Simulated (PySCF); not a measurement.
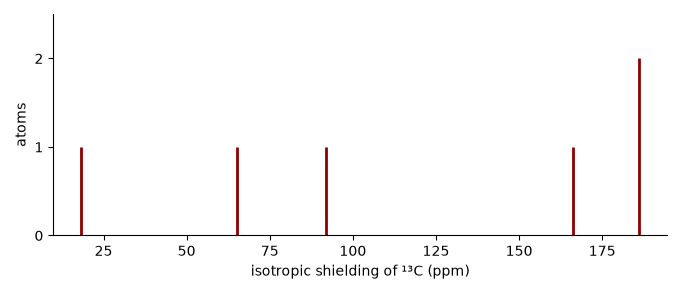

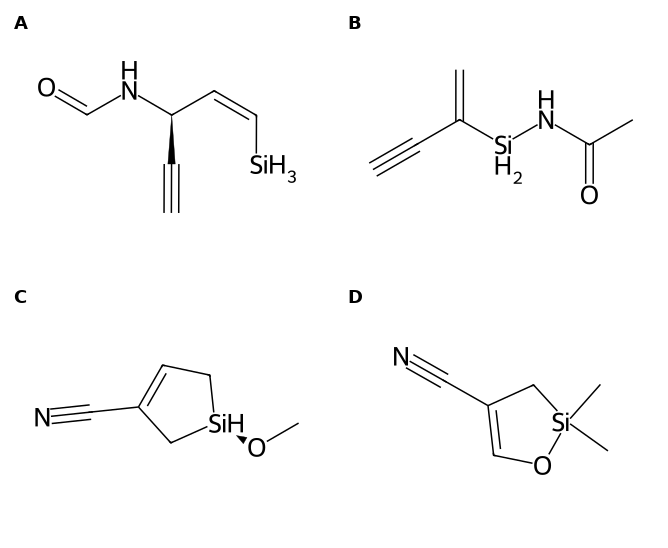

The sticks are computed shieldings of one of the molecules, for one fixed geometry (GFN2-xTB) without averaging over rotations. Low shielding means a high chemical shift. Method: GIAO PBE0/pcSseg-1 NMR shielding, non-relativistic, gas phase (PySCF 2.14.0).

**Which molecule gives this pattern?**

D, `C[Si]1(C)CC(C#N)=CO1`. Its 6 C atoms give lines at 18.2, 65.2, 91.8, 166.2, 186.1 (2 atoms) ppm.

The geometry is semi-empirical. Around Si such bond lengths and angles can be off by a tenth of an ångström or more and by several degrees, and values that hang on the shape move with them.
